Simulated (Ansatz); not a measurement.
# AlHSCl (SMILES [SH][Al][Cl]): levels of theory compared

Wanted: a comparison of 6 runs (UBHLYP/STO-3G, UPBE0/STO-3G, RPA@PBE/STO-3G, UMP2/STO-3G, UBCCD(T)/STO-3G, UCCSD/STO-3G) of AlHSCl. 

The calculation is run with Ansatz 0.2.0.

73 further runs of the same task are left out: 8 that didn't finish, 65 set aside as unsound or not needed.

## 1. The molecule

AlHSCl: 4 atoms, total charge 0, spin state doublet. As SMILES, `[SH][Al][Cl]`. The H4–S1 distance was set to 3.362 Å, away from the relaxed value. At this shape a bond of the SMILES string is far longer than usual.

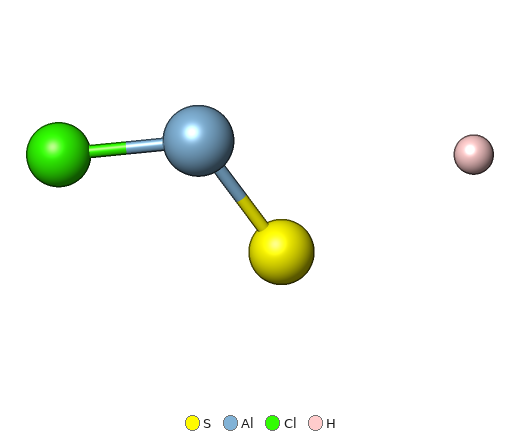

The structure, seen from a chosen angle (sulfur yellow, aluminium light blue, chlorine green, hydrogen pink).

## 2. The energy at UBHLYP/STO-3G (run 1)

The input, input.yaml:

```yaml
crystal:
  periodic: [false, false, false]
  atoms:
    - symbol: S
      position_ang: [1.424121, -0.519931, -1.658369]
    - symbol: Al
      position_ang: [0.590221, -2.030731, -0.304569]
    - symbol: Cl
      position_ang: [1.210521, -4.012231, -0.662669]
    - symbol: H
      position_ang: [-0.216400, 1.988100, -0.135600]
basis:
  gaussian:
    orbitals: STO-3G
magnetization:
  spin_polarized: true
  initial_magnetization: 1
hamiltonian:
  xc: {name: BHLYP}
accuracy: high
```

The run is started by

```
ansatz run input.yaml --threads 1 --pin off --max-ram 2610MiB --events-out events.jsonl --progress --plain --runs-dir runs
```

The log of the run:

```text
Warning: RAYON_NUM_THREADS=1 ignored (pool sized by the plan → 1); use --threads N
Functional definition: BHLYP
  name "BHLYP"
  parameter a = 0.5
  exchange = (1 - a)*b88_x + a*exact_x
  correlation = lyp_c
496 factors; integrals over basis functions are off by at most 8.4e-9 eV
mean field evaluation 1: about -29624.6088 eV, gradient 2.1e1 eV
mean field evaluation 2: about -29598.4157 eV, gradient 5.2e1 eV
mean field evaluation 4: about -29632.8606 eV, gradient 2.9e0 eV
mean field evaluation 8: about -29633.1096 eV, gradient 1.4e-1 eV
mean field evaluation 16: about -29633.1162 eV, gradient 5.6e-4 eV
mean field evaluation 32: about -29632.6824 eV, gradient 5.7e0 eV
mean field evaluation 64: about -29633.0397 eV, gradient 4.9e-4 eV
mean field evaluation 96: about -29633.1342 eV, gradient 2.6e-8 eV
mean field -29633.13419955 eV, -1088.9975957735 hartree, gradient 2.7e-8 eV, S^2 1.600828; 14 other end points of the search recorded, 0 dependent functions left out
reference -29633.13422164 eV, -1088.9975965855 hartree; 24, 23 occupied and 4, 5 virtual orbitals, 496 factors
Total energy: -29633.13422164 eV, -1088.9975965855 hartree
```

Run time: 10 s. Hardware: 1 thread of Arm Neoverse V1, shared host; peak memory 0.16 GiB.

## 3. A single-point energy at UPBE0/STO-3G (run 2)

The input, in.yaml:

```yaml
crystal:
  periodic: [false, false, false]
  atoms:
    - {symbol: S, position_ang: [1.424121, -0.519931, -1.658369]}
    - {symbol: Al, position_ang: [0.590221, -2.030731, -0.304569]}
    - {symbol: Cl, position_ang: [1.210521, -4.012231, -0.662669]}
    - {symbol: H, position_ang: [-0.216400, 1.988100, -0.135600]}
basis:
  gaussian:
    orbitals: STO-3G
accuracy: high
magnetization:
  spin_polarized: true
  initial_magnetization: 1
hamiltonian:
  xc: {name: PBE0}
total_charge: 0
```

The run is started by

```
ansatz run in.yaml --threads 1 --pin off --max-ram 2610MiB --events-out events.jsonl --progress --plain --runs-dir runs
```

The log of the run:

```text
Warning: RAYON_NUM_THREADS=1 ignored (pool sized by the plan → 1); use --threads N
Functional definition: PBE0
  name "PBE0"
  parameter a = 0.25
  parameter kappa = 0.804
  parameter beta = 0.06672455060314922
  exchange = (1 - a)*pbe_x(kappa = kappa, mu = beta*pi^2/3) + a*exact_x
  correlation = pbe_c(beta = beta)
496 factors; integrals over basis functions are off by at most 8.4e-9 eV
mean field evaluation 1: about -29611.6621 eV, gradient 2.2e1 eV
mean field evaluation 2: about -29577.6153 eV, gradient 6.2e1 eV
mean field evaluation 4: about -29612.4649 eV, gradient 6.9e0 eV
mean field evaluation 8: about -29613.9220 eV, gradient 1.4e1 eV
mean field evaluation 16: about -29621.8874 eV, gradient 4.9e-3 eV
mean field evaluation 32: about -29621.8874 eV, gradient 2.2e-2 eV
mean field evaluation 64: about -29621.8874 eV, gradient 7.3e-6 eV
mean field evaluation 96: about -29621.7710 eV, gradient 1.5e0 eV
mean field -29622.08036593 eV, -1088.5913748808 hartree, gradient 4.6e-8 eV, S^2 1.493580; 12 other end points of the search recorded, 0 dependent functions left out
reference -29622.08036759 eV, -1088.5913749418 hartree; 24, 23 occupied and 4, 5 virtual orbitals, 496 factors
Total energy: -29622.08036759 eV, -1088.5913749418 hartree
```

It took 11 s on 1 thread of Arm Neoverse V1, shared host; peak memory 0.16 GiB.

Runs 3 to 5 aren't shown in full; the table further down has their settings and results.

## 4. The energy at UCCSD/STO-3G (run 6)

The input, molecule.yaml:

```yaml
crystal:
  periodic: [false, false, false]
  atoms:
    - {symbol: S, position_ang: [1.424121, -0.519931, -1.658369]}
    - {symbol: Al, position_ang: [0.590221, -2.030731, -0.304569]}
    - {symbol: Cl, position_ang: [1.210521, -4.012231, -0.662669]}
    - {symbol: H, position_ang: [-0.216400, 1.988100, -0.135600]}
basis:
  gaussian:
    orbitals: STO-3G
magnetization:
  spin_polarized: true
  initial_magnetization: 1
correlation:
  method: ccsd
  frozen_orbitals: {Al: 5, Cl: 5, H: 0, S: 5}
accuracy: high
scf:
  omitted_lower_state_checks: [cluster_reference, increment]
```

The run is started by

```
ansatz run molecule.yaml --threads 1 --pin off --max-ram 2610MiB --events-out events.jsonl --progress --plain --runs-dir runs
```

The log of the run:

```text
Warning: RAYON_NUM_THREADS=1 ignored (pool sized by the plan → 1); use --threads N
[... 17 lines left out ...]
15 core orbitals not correlated: weight in the atoms' cores, before any rotation towards them, 0.999 or more for the frozen orbitals, at most 0.000 for the correlated occupied ones
[... 88 lines left out ...]
Total energy: -29587.90785434 eV, -1087.3355582427 hartree
Checks for a lower state left out: cluster_reference, increment
```

Run time: 2.1 s. Hardware: 1 thread of Arm Neoverse V1, shared host.

## 5. The series

```
run            level  frozen core orbitals   energy (Eh)   ⟨S²⟩  wall time
  1    UBHLYP/STO-3G                     –  -1088.997597  1.601       10 s
  2     UPBE0/STO-3G                     –  -1088.591375  1.494       11 s
  3   RPA@PBE/STO-3G                    15  -1087.378914  1.256       12 s
  4      UMP2/STO-3G                    15  -1087.324965  1.765      1.7 s
  5  UBCCD(T)/STO-3G                    15  -1087.337119  1.765      1.9 s
  6     UCCSD/STO-3G                    15  -1087.335558  1.765      2.1 s
```

## 6. Summary of results

| quantity | value |
| --- | --- |
| run 6: total energy | -1087.33556 Eh |
| run 6: correlation energy (15 core orbitals frozen) | -36.0 mEh |
| run 6: ⟨S²⟩ of the reference determinant | 1.765 |
| run 6: T1 diagnostic | 0.014 |

In words: Totals of different functionals can't be ranked against each other. In runs 1, 2, 3, 4, 5, 6 the basis is minimal, so the values are rough. Spin contamination of the reference: run 4 ⟨S²⟩ = 1.76, run 5 ⟨S²⟩ = 1.76, run 6 ⟨S²⟩ = 1.76, run 1 ⟨S²⟩ = 1.60, run 2 ⟨S²⟩ = 1.49, run 3 ⟨S²⟩ = 1.26. Where it is this large, the reference is a mixture of spin states, and values that rest on it are in doubt. All runs together took 40 s, the longest 12 s.
